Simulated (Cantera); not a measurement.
Feed: 1 mol SO₂, 0.89 mol H₂, 8 mol O₂, equilibrated at 10.0 Torr.

These are equilibrium values from Cantera (NASA tables, ideal gas, pure condensed phases), not measurements of a reactor. Candidate condensed phases: H₂O, H₂SO₄, S; 19 gas species. The numbers say what is thermodynamically allowed, not how fast it happens.

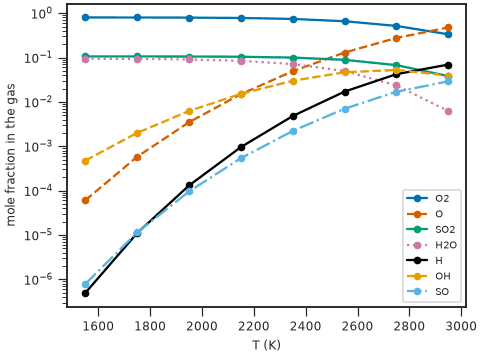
Figure. Equilibrium gas composition (values under 1e-9 drawn at 1e-9)

### Question
Read off the mole fractions at 2950 K.

### Answer
O about 0.48, O₂ about 0.33, H about 0.069, OH about 0.039, SO₂ about 0.038, SO about 0.029, H₂O about 0.0062.
